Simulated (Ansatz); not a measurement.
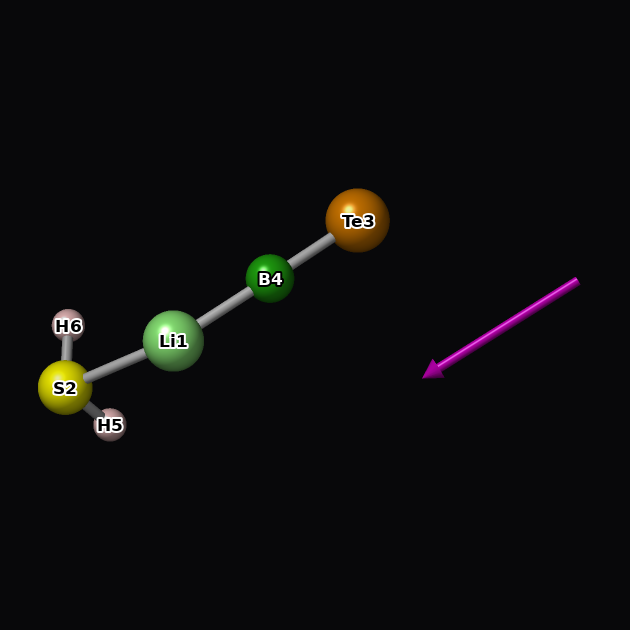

The arrow beside the molecule shows the direction of the dipole moment, from the negative to the positive end (its length means nothing). The geometry was computed by an optimisation with PBE0-D4/def2-TZVP. No frequency run is at hand to confirm it as a minimum. Level of theory: RKS PBE0-D4/def2-TZVP, core potentials on Te (Ansatz 0.2.0).

> Estimate the dipole moment.

8.70 D; it points from the side of Te3 to the side of S2 (the outermost atoms at the two ends).
